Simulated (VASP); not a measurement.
Band structure of CoAl (CsCl type). Computed with r2SCAN+rVV10, VASP's PBE PAW potentials (set 64) (plane waves; VASP 6.6.1).

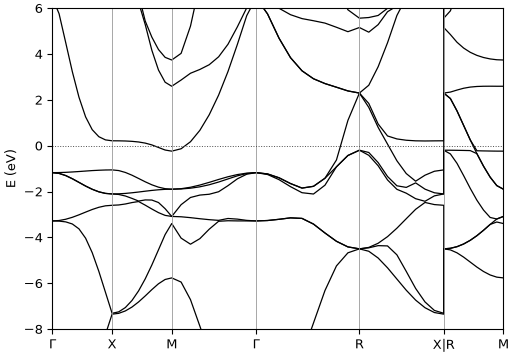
*Bands along high-symmetry lines, zero at the valence-band maximum or, without a gap, the Fermi level*

Read the plot: is there a gap, and where are the band edges?

It has no gap at this level: it comes out as a metal or semimetal.

The compound is CoAl in the CsCl type structure. It was relaxed first. The run is not spin-polarised, so no magnetic state was tried.
